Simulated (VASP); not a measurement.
**MgO (Periclase): the band gap up a ladder of functionals**

Aim: compute the gap of MgO (Periclase) from the cheapest level upwards and hold each value against experiment. The levels: LDA, PBEsol, PBE, r2SCAN, TB-mBJ, BLYP, TPSS, HSE06, HSEsol, B3LYP, PBE-EpsX and r2SCANh. The start is a cell from a database of measured crystal structures.

Method: LDA; plane waves and PAW (Mg, O), in the first sound run; inputs show where later runs differ, in VASP 6.6.1.

The experiments to compare with:

For MgO, rocksalt (bulk crystal), “Electronic structure of alkaline earth and post-transition metal oxides” (2009, arxiv:0908.1581) quotes earlier work: band gap (literature experimental gap) 7.83 eV [Literature value based on experiment; other listed experimental values range from 7.7 to …].

Most raw output is cut from this account.

The database entry behind the starting cell differs from later determinations by our own check (about 0.1 % long), so it need not match the best structure at ambient conditions.

## 1. Set-up

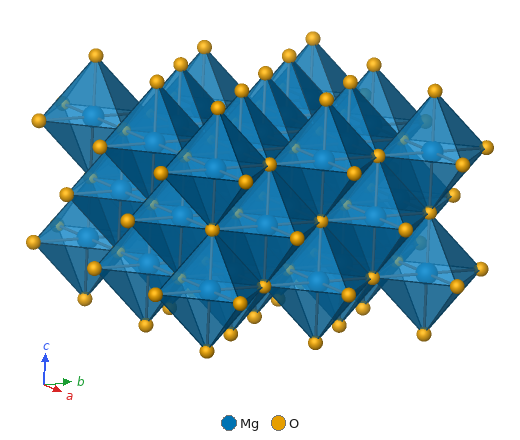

The starting structure, seen from a free direction (magnesium blue, oxygen orange). 2×2×1 cells are drawn. This picture shows the conventional cell, with its axes. Some periodic images of atoms are drawn too.

As a file:

```cif
data_structure
_symmetry_space_group_name_H-M 'P 1'
_symmetry_Int_Tables_number 1
_cell_length_a 2.9819
_cell_length_b 2.9819
_cell_length_c 2.9819
_cell_angle_alpha 60.000
_cell_angle_beta 60.000
_cell_angle_gamma 60.000
_cell_volume 18.75
loop_
_atom_site_label
_atom_site_type_symbol
_atom_site_fract_x
_atom_site_fract_y
_atom_site_fract_z
_atom_site_occupancy
Mg1 Mg 0.00000 0.00000 0.00000 1
O2 O 0.50000 0.50000 0.50000 1
```

## 2. Bands with LDA

Levels along the symmetry lines show where the bands peak and cross; KPOINTS_OPT computes them in the converged potential. LDA, the lowest rung, knows the local density alone.

INCAR reads:

```
SYSTEM = MgO
PREC = Accurate
ENCUT = 520
EDIFF = 1E-06
NELM = 100
ISMEAR = 0
SIGMA = 0.02
LREAL = .FALSE.
ALGO = Normal
GGA = CA
NBANDS = 16
LORBIT = 11
LWAVE = .FALSE.
LCHARG = .FALSE.
KPAR = 4
```

POSCAR reads:

```
MgO
1.0
    0.0000000000      2.1085000000      2.1085000000
    2.1085000000      0.0000000000      2.1085000000
    2.1085000000      2.1085000000      0.0000000000
Mg O
1 1
Direct
    0.0000000000      0.0000000000      0.0000000000
    0.5000000000      0.5000000000      0.5000000000
```

KPOINTS reads:

```
Automatic mesh
0
Gamma
6 6 6
0 0 0
```

KPOINTS_OPT reads:

```
Line mode
16
Line-mode
Reciprocal
  0.00000000   0.00000000   0.00000000 GAMMA
  0.50000000   0.00000000   0.50000000 X

  0.50000000   0.00000000   0.50000000 X
  0.50000000   0.25000000   0.75000000 W

  0.50000000   0.25000000   0.75000000 W
  0.37500000   0.37500000   0.75000000 K

  0.37500000   0.37500000   0.75000000 K
  0.00000000   0.00000000   0.00000000 GAMMA

  0.00000000   0.00000000   0.00000000 GAMMA
  0.50000000   0.50000000   0.50000000 L

  0.50000000   0.50000000   0.50000000 L
  0.62500000   0.25000000   0.62500000 U

  0.62500000   0.25000000   0.62500000 U
  0.50000000   0.25000000   0.75000000 W

  0.50000000   0.25000000   0.75000000 W
  0.50000000   0.50000000   0.50000000 L

  0.50000000   0.50000000   0.50000000 L
  0.37500000   0.37500000   0.75000000 K

  0.62500000   0.25000000   0.62500000 U
  0.50000000   0.00000000   0.50000000 X
```

Potentials, in the order of the species: Mg and O (PBE family, release 64).

Run with:

```console
> mpirun -np 4 vasp_std
```

Elapsed: 16 s, on 4 MPI ranks of AMD EPYC 7R43, shared host; peak memory 0.41 GiB; 59 s of CPU time.

The PAW data sets were made with PBE, though LDA sets exist; this is a small mismatch. At this level the cell is under a tension of 6.4 GPa, so at these settings it is away from equilibrium.

This step gave:

```yaml
scf_cycles: 12
electrons: 8
bands: 16
irreducible_k_points: 16
symmetry_operations: 48
free_energy_toten: -13.31 eV
fermi_energy: 2.978 eV
pressure: -6.416 GPa
metallic: no
least_gap_on_mesh_and_path: 4.643 eV
least_direct_gap_on_mesh_and_path: 4.643 eV
valence_top_at_k: 0, 0, 0
conduction_bottom_at_k: 0, 0, 0
least_direct_gap_at_k: 0, 0, 0
```

The electronic bands at the labelled points (eV, zero at the valence-band top; v1 is the highest filled band, c1 the lowest empty one):

```tsv
point	v3	v2	v1	c1	c2
Γ	0.00	0.00	0.00	4.64	15.51
X	-4.14	-1.37	-1.37	8.89	9.70
W	-3.00	-3.00	-1.80	11.43	11.43
K	-3.54	-2.75	-1.16	9.87	11.50
Γ	0.00	0.00	0.00	4.64	15.51
L	-4.68	-0.66	-0.66	7.73	12.37
U	-3.54	-2.75	-1.16	9.87	11.50
W	-3.00	-3.00	-1.80	11.43	11.43
L	-4.68	-0.66	-0.66	7.73	12.37
K	-3.54	-2.75	-1.16	9.87	11.50
jump to U	-3.54	-2.75	-1.16	9.87	11.50
X	-4.14	-1.37	-1.37	8.89	9.70
```

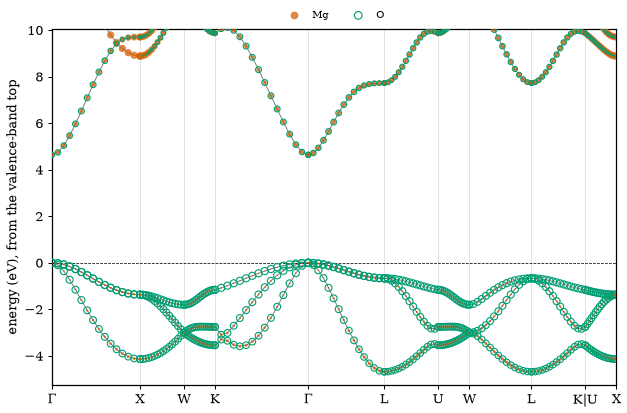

Electronic bands along the path; dots are coloured as in the legend, and their area grows with the weight.

The gap is 4.64 eV, direct at Γ. The gap lies -3.19 eV from the measured 7.83 eV.

## 3. Bands with PBEsol

This step: PBEsol; plane waves and PAW (Mg, O) (VASP 6.6.1).

PBEsol restores the gradient expansion of exchange and is tuned for the cells of solids.

INCAR, as its differences from that of step 2:

```diff
@@ -9,3 +9,3 @@
 ALGO = Normal
-GGA = CA
+GGA = PS
 NBANDS = 16
```

POSCAR is that of step 2.

KPOINTS is that of step 2.

KPOINTS_OPT is that of step 2.

Run with:

```console
> mpirun -np 4 vasp_std
```

Run time: 15 s. Hardware: 4 MPI ranks; peak memory 0.42 GiB.

The PAW data sets were made with PBE, which is usual practice but a small mismatch for other functionals.

This step gave:

| Quantity | Value |
| --- | --- |
| free energy (TOTEN) | -12.51 eV |
| Fermi energy | 3.142 eV |
| pressure | -0.8363 GPa |
| least gap on mesh and path | 4.6 eV |
| least direct gap on mesh and path | 4.6 eV |

Electronic bands along the path, in eV, zero at the valence-band top; v1 is the highest filled band, c1 the lowest empty one:

```tsv
point	v3	v2	v1	c1	c2
Γ	0.00	0.00	0.00	4.60	15.61
X	-4.13	-1.36	-1.36	8.92	9.84
W	-2.99	-2.99	-1.79	11.47	11.47
K	-3.54	-2.74	-1.16	9.91	11.65
Γ	0.00	0.00	0.00	4.60	15.61
L	-4.67	-0.66	-0.66	7.72	12.46
U	-3.54	-2.74	-1.16	9.91	11.65
W	-2.99	-2.99	-1.79	11.47	11.47
L	-4.67	-0.66	-0.66	7.72	12.46
K	-3.54	-2.74	-1.16	9.91	11.65
jump to U	-3.54	-2.74	-1.16	9.91	11.65
X	-4.13	-1.36	-1.36	8.92	9.84
```

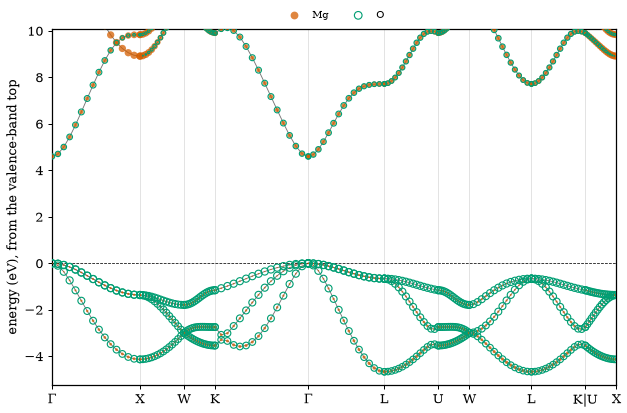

Electronic bands along the path; dots are coloured as in the legend, and their area grows with the weight.

The gap is 4.60 eV, direct at Γ. Against LDA that is -0.04 eV; the cost is about the same. The gap lies -3.23 eV from the measured 7.83 eV.

## 4. Bands with PBE

This step: PBE; plane waves and PAW (Mg, O) (VASP 6.6.1).

PBE, the usual starting point, adds the gradient of the density.

INCAR, as its differences from that of step 3:

```diff
@@ -9,3 +9,3 @@
 ALGO = Normal
-GGA = PS
+GGA = PE
 NBANDS = 16
```

POSCAR is that of step 3.

KPOINTS is that of step 3.

KPOINTS_OPT is that of step 3.

Run with:

```console
> mpirun -np 4 vasp_std
```

It took 14 s on 4 MPI ranks; peak memory 0.42 GiB; 52 s of CPU time.

At this level the cell is under a pressure of 3.3 GPa, so at these settings it is away from equilibrium.

Electronic bands along the path, in eV, zero at the valence-band top; v1 is the highest filled band, c1 the lowest empty one:

```tsv
point	v3	v2	v1	c1	c2
Γ	0.00	0.00	0.00	4.69	15.78
X	-4.07	-1.34	-1.34	9.12	9.93
W	-2.94	-2.94	-1.76	11.62	11.62
K	-3.48	-2.70	-1.14	10.07	11.73
Γ	0.00	0.00	0.00	4.69	15.78
L	-4.60	-0.65	-0.65	7.87	12.57
U	-3.48	-2.70	-1.14	10.07	11.73
W	-2.94	-2.94	-1.76	11.62	11.62
L	-4.60	-0.65	-0.65	7.87	12.57
K	-3.48	-2.70	-1.14	10.07	11.73
jump to U	-3.48	-2.70	-1.14	10.07	11.73
X	-4.07	-1.34	-1.34	9.12	9.93
```

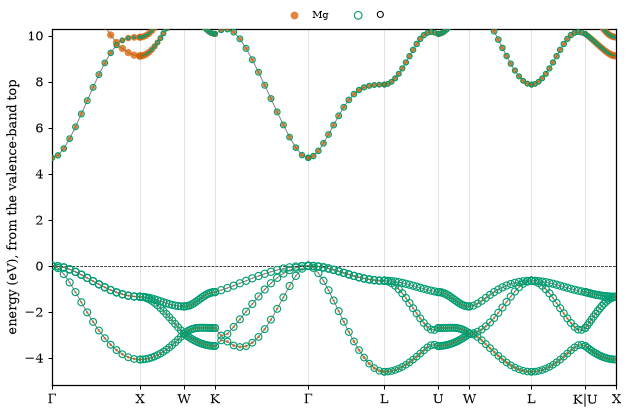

Electronic bands along the path; dots are coloured as in the legend, and their area grows with the weight.

The gap is 4.69 eV, direct at Γ. Against LDA that is +0.05 eV; the cost is about the same. The gap lies -3.14 eV from the measured 7.83 eV.

## 5. Bands with r2SCAN

This step: r2SCAN; plane waves and PAW (Mg, O) (VASP 6.6.1).

r2SCAN adds the kinetic-energy density, costs more than a GGA and is run with LASPH.

INCAR, as its differences from that of step 4:

```diff
@@ -9,3 +9,4 @@
 ALGO = Normal
-GGA = PE
+METAGGA = R2SCAN
+LASPH = .TRUE.
 NBANDS = 16
```

POSCAR is that of step 4.

KPOINTS is that of step 4.

KPOINTS_OPT is that of step 4.

Run with:

```console
> mpirun -np 4 vasp_std
```

Wall time 64 s (4 MPI ranks); peak memory 0.42 GiB.

At this level the cell is under a tension of 2.6 GPa, so at these settings it is away from equilibrium.

Electronic bands along the path, in eV, zero at the valence-band top; v1 is the highest filled band, c1 the lowest empty one:

```tsv
point	v3	v2	v1	c1	c2
Γ	0.00	0.00	0.00	5.57	16.81
X	-4.09	-1.37	-1.37	10.03	11.02
W	-2.95	-2.95	-1.77	12.67	12.67
K	-3.49	-2.70	-1.16	11.04	12.88
Γ	0.00	0.00	0.00	5.57	16.81
L	-4.60	-0.67	-0.67	8.78	13.76
U	-3.49	-2.70	-1.16	11.04	12.88
W	-2.95	-2.95	-1.77	12.67	12.67
L	-4.60	-0.67	-0.67	8.78	13.76
K	-3.49	-2.70	-1.16	11.04	12.88
jump to U	-3.49	-2.70	-1.16	11.04	12.88
X	-4.09	-1.37	-1.37	10.03	11.02
```

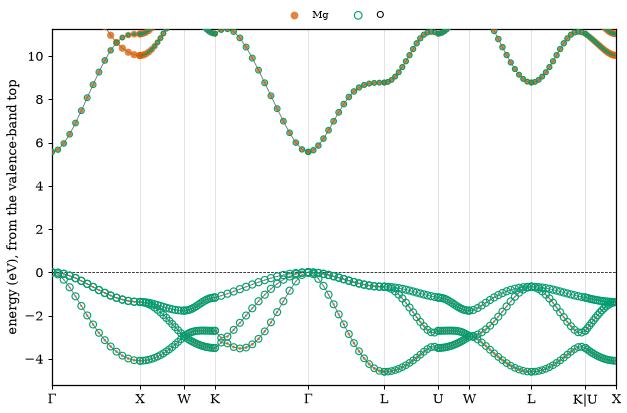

Electronic bands along the path; dots are coloured as in the legend, and their area grows with the weight.

The gap is 5.57 eV, direct at Γ. Against LDA that is +0.93 eV; this run took 4.1 times the core time. The gap lies -2.26 eV from the measured 7.83 eV.

## 6. Bands with TB-mBJ

This step: TB-mBJ; plane waves and PAW (Mg, O) (VASP 6.6.1).

TB-mBJ is a local potential fitted to gaps: it costs far less than a hybrid but gives no energy.

INCAR, as its differences from that of step 5:

```diff
@@ -4,3 +4,3 @@
 EDIFF = 1E-06
-NELM = 100
+NELM = 150
 ISMEAR = 0
@@ -9,3 +9,3 @@
 ALGO = Normal
-METAGGA = R2SCAN
+METAGGA = MBJ
 LASPH = .TRUE.
```

POSCAR is that of step 5.

KPOINTS is that of step 5.

KPOINTS_OPT is that of step 5.

Run with:

```console
> mpirun -np 4 vasp_std
```

It took 44 s on 4 MPI ranks; peak memory 0.45 GiB.

This functional is a potential without an energy, so its energies, forces and stress mean nothing and are not read.

Electronic bands along the path, in eV, zero at the valence-band top; v1 is the highest filled band, c1 the lowest empty one:

```tsv
point	v3	v2	v1	c1	c2
Γ	0.00	0.00	0.00	6.73	17.86
X	-3.49	-1.19	-1.19	11.48	12.22
W	-2.50	-2.50	-1.51	13.90	13.90
K	-2.97	-2.29	-1.01	12.35	14.01
Γ	0.00	0.00	0.00	6.73	17.86
L	-3.94	-0.58	-0.58	10.09	14.94
U	-2.97	-2.29	-1.01	12.35	14.01
W	-2.50	-2.50	-1.51	13.90	13.90
L	-3.94	-0.58	-0.58	10.09	14.94
K	-2.97	-2.29	-1.01	12.35	14.01
jump to U	-2.97	-2.29	-1.01	12.35	14.01
X	-3.49	-1.19	-1.19	11.48	12.22
```

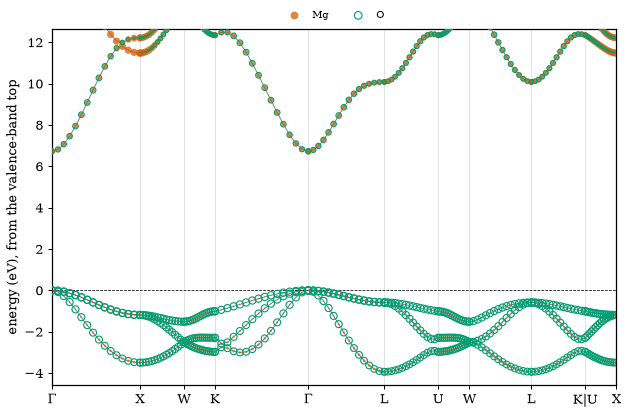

Electronic bands along the path; dots are coloured as in the legend, and their area grows with the weight.

The gap is 6.73 eV, direct at Γ. Against LDA that is +2.09 eV; this run took 2.8 times the core time. The gap lies -1.10 eV from the measured 7.83 eV.

## 7. Bands with BLYP

This step: BLYP; plane waves and PAW (Mg, O) (VASP 6.6.1).

BLYP comes from molecular chemistry and underbinds dense solids.

INCAR reads:

```
SYSTEM = MgO
PREC = Accurate
ENCUT = 520
EDIFF = 1E-06
NELM = 100
ISMEAR = 0
SIGMA = 0.02
LREAL = .FALSE.
ALGO = Normal
GGA = B5
ALDAX = 1
AGGAX = 1
AGGAC = 1
ALDAC = 0
NBANDS = 16
LORBIT = 11
LWAVE = .FALSE.
LCHARG = .FALSE.
KPAR = 4
```

POSCAR is that of step 6.

KPOINTS is that of step 6.

KPOINTS_OPT is that of step 6.

Run with:

```console
> mpirun -np 4 vasp_std
```

Wall time 19 s (4 MPI ranks); peak memory 0.4 GiB.

At this level the cell is under a pressure of 5.8 GPa, so at these settings it is away from equilibrium.

Electronic bands along the path, in eV, zero at the valence-band top; v1 is the highest filled band, c1 the lowest empty one:

```tsv
point	v3	v2	v1	c1	c2
Γ	0.00	0.00	0.00	4.98	15.96
X	-3.96	-1.32	-1.32	9.50	10.00
W	-2.87	-2.87	-1.74	11.93	11.93
K	-3.39	-2.64	-1.12	10.38	11.81
Γ	0.00	0.00	0.00	4.98	15.96
L	-4.50	-0.64	-0.64	8.22	12.75
U	-3.39	-2.64	-1.12	10.38	11.81
W	-2.87	-2.87	-1.74	11.93	11.93
L	-4.50	-0.64	-0.64	8.22	12.75
K	-3.39	-2.64	-1.12	10.38	11.81
jump to U	-3.39	-2.64	-1.12	10.38	11.81
X	-3.96	-1.32	-1.32	9.50	10.00
```

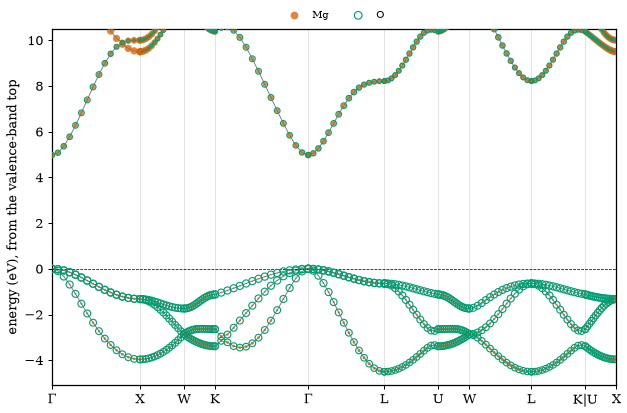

Electronic bands along the path; dots are coloured as in the legend, and their area grows with the weight.

The gap is 4.98 eV, direct at Γ. Against LDA that is +0.34 eV; this run took 1.2 times the core time. The gap lies -2.85 eV from the measured 7.83 eV.

## 8. Bands with TPSS

This step: TPSS; plane waves and PAW (Mg, O) (VASP 6.6.1).

TPSS is an older meta-GGA.

INCAR, as its differences from that of step 7:

```diff
@@ -9,7 +9,4 @@
 ALGO = Normal
-GGA = B5
-ALDAX = 1
-AGGAX = 1
-AGGAC = 1
-ALDAC = 0
+METAGGA = TPSS
+LASPH = .TRUE.
 NBANDS = 16
```

POSCAR is that of step 7.

KPOINTS is that of step 7.

KPOINTS_OPT is that of step 7.

Run with:

```console
> mpirun -np 4 vasp_std
```

Elapsed: 69 s, on 4 MPI ranks; peak memory 0.42 GiB.

The electronic bands at the labelled points (eV, zero at the valence-band top; v1 is the highest filled band, c1 the lowest empty one):

```tsv
point	v3	v2	v1	c1	c2
Γ	0.00	0.00	0.00	4.79	16.05
X	-4.14	-1.36	-1.36	9.16	10.27
W	-3.00	-3.00	-1.78	11.77	11.77
K	-3.54	-2.74	-1.16	10.19	12.09
Γ	0.00	0.00	0.00	4.79	16.05
L	-4.66	-0.66	-0.66	7.95	12.83
U	-3.54	-2.74	-1.16	10.19	12.09
W	-3.00	-3.00	-1.78	11.77	11.77
L	-4.66	-0.66	-0.66	7.95	12.83
K	-3.54	-2.74	-1.16	10.19	12.09
jump to U	-3.54	-2.74	-1.16	10.19	12.09
X	-4.14	-1.36	-1.36	9.16	10.27
```

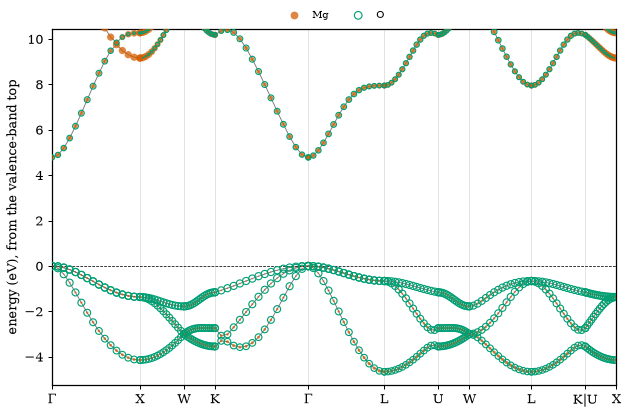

Electronic bands along the path; dots are coloured as in the legend, and their area grows with the weight.

The gap is 4.79 eV, direct at Γ. Against LDA that is +0.14 eV; this run took 4.4 times the core time. The gap lies -3.04 eV from the measured 7.83 eV.

## 9. Starting orbitals for the hybrid

This step: PBE; plane waves and PAW (Mg, O) (VASP 6.6.1).

A hybrid converges badly from random orbitals, so a cheap semilocal run writes a WAVECAR on the same mesh first.

INCAR reads:

```
SYSTEM = MgO
PREC = Accurate
ENCUT = 520
EDIFF = 1E-05
NELM = 100
ISMEAR = 0
SIGMA = 0.02
LREAL = .FALSE.
ALGO = Normal
GGA = PE
NBANDS = 10
LORBIT = 11
LWAVE = .TRUE.
LCHARG = .FALSE.
KPAR = 4
```

POSCAR is that of step 8.

KPOINTS is that of step 8.

Run with:

```console
> mpirun -np 4 vasp_std
```

It took 4.2 s on 4 MPI ranks; peak memory 0.37 GiB.

The gap is read on the k-mesh alone, so it is an upper bound where the band edges lie off the mesh.

A gap read on the k-mesh alone can miss the band edges.

Numbers from this step:

```yaml
scf_cycles: 11
bands: 10
free_energy_toten: -11.91 eV
fermi_energy: 3.370 eV
pressure: 3.321 GPa
gap_on_the_k_mesh: 4.691 eV
least_direct_gap_on_the_k_mesh: 4.691 eV
```

## 10. Bands with HSE06

This step: HSE06; plane waves and PAW (Mg, O) (VASP 6.6.1).

HSE06 mixes in a quarter of exact exchange at short range, at far higher cost; in semiconductors this cures much of the gap error, while metals seldom gain.

INCAR reads:

```
SYSTEM = MgO
PREC = Accurate
ENCUT = 520
EDIFF = 1E-06
NELM = 100
ISMEAR = 0
SIGMA = 0.02
LREAL = .FALSE.
ALGO = Normal
LHFCALC = .TRUE.
AEXX = 0.25
GGA = PE
HFSCREEN = 0.2
LASPH = .TRUE.
NBANDS = 10
PRECFOCK = Fast
LORBIT = 11
LWAVE = .FALSE.
LCHARG = .FALSE.
KPAR = 4
```

POSCAR is that of step 9.

KPOINTS is that of step 9.

KPOINTS_OPT, as its differences from that of step 8:

```diff
@@ -1,3 +1,3 @@
 Line mode
-16
+6
 Line-mode
```

The WAVECAR or CHGCAR of an earlier step is read.

Run with:

```console
> mpirun -np 4 vasp_std
```

Elapsed: 6.5 min, on 4 MPI ranks; peak memory 0.79 GiB; 23 min of CPU time.

The electronic bands at the labelled points (eV, zero at the valence-band top; v1 is the highest filled band, c1 the lowest empty one):

```tsv
point	v3	v2	v1	c1	c2
Γ	0.00	0.00	0.00	6.42	17.75
X	-4.37	-1.47	-1.47	10.87	11.83
W	-3.16	-3.16	-1.89	13.66	13.66
K	-3.73	-2.89	-1.24	11.93	13.77
Γ	0.00	0.00	0.00	6.42	17.75
L	-4.92	-0.71	-0.71	9.67	14.84
U	-3.73	-2.89	-1.24	11.93	13.77
W	-3.16	-3.16	-1.89	13.66	13.66
L	-4.92	-0.71	-0.71	9.67	14.84
K	-3.73	-2.89	-1.24	11.93	13.77
jump to U	-3.73	-2.89	-1.24	11.93	13.77
X	-4.37	-1.47	-1.47	10.87	11.83
```

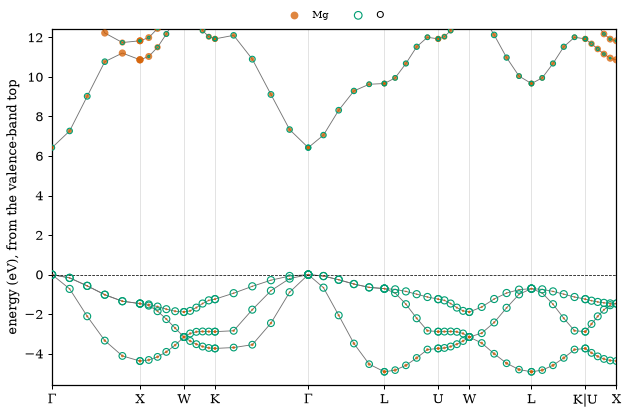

Electronic bands along the path; dots are coloured as in the legend, and their area grows with the weight.

The gap is 6.42 eV, direct at Γ. Against LDA that is +1.78 eV; this run took 25 times the core time, on fewer points of the path. The gap lies -1.41 eV from the measured 7.83 eV.

## 11. Bands with HSEsol

This step: HSEsol; plane waves and PAW (Mg, O) (VASP 6.6.1).

HSEsol is the screened hybrid built on PBEsol.

INCAR, as its differences from that of step 10:

```diff
@@ -11,3 +11,3 @@
 AEXX = 0.25
-GGA = PE
+GGA = PS
 HFSCREEN = 0.2
```

POSCAR is that of step 10.

KPOINTS is that of step 10.

KPOINTS_OPT is that of step 10.

Run with:

```console
> mpirun -np 4 vasp_std
```

Run time: 5.9 min. Hardware: 4 MPI ranks; peak memory 0.78 GiB; 22 min of CPU time.

Electronic bands along the path, in eV, zero at the valence-band top; v1 is the highest filled band, c1 the lowest empty one:

```tsv
point	v3	v2	v1	c1	c2
Γ	0.00	0.00	0.00	6.36	17.63
X	-4.41	-1.48	-1.48	10.73	11.75
W	-3.19	-3.19	-1.91	13.55	13.55
K	-3.77	-2.92	-1.25	11.81	13.70
Γ	0.00	0.00	0.00	6.36	17.63
L	-4.96	-0.72	-0.72	9.56	14.76
U	-3.77	-2.92	-1.25	11.81	13.70
W	-3.19	-3.19	-1.91	13.55	13.55
L	-4.96	-0.72	-0.72	9.56	14.76
K	-3.77	-2.92	-1.25	11.81	13.70
jump to U	-3.77	-2.92	-1.25	11.81	13.70
X	-4.41	-1.48	-1.48	10.73	11.75
```

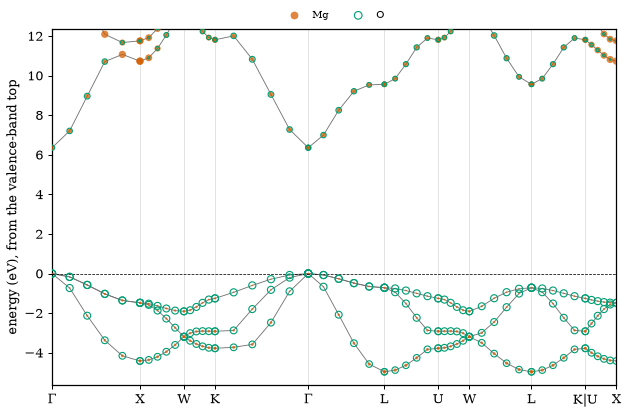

Electronic bands along the path; dots are coloured as in the legend, and their area grows with the weight.

The gap is 6.36 eV, direct at Γ. Against LDA that is +1.71 eV; this run took 23 times the core time, on fewer points of the path. The gap lies -1.47 eV from the measured 7.83 eV.

(Continued in part 2 of 2.)

[Lines on the potential files, build, host, timing and source positions are cut from VASP's logs without a mark.]

[Logs are printed without paths, hosts, clocks, repeated set-up lines and the standing remarks that a program may print on its own settings, such as how far it seeks lower states.]

[Hosts, paths, dates, database ids (printed as entryN), source tags and the programs' standing remarks are cut or masked in the printed files.]

[Measured values are set beside computed ones only where the two were judged alike; some that the calculation misses by far are left out.]
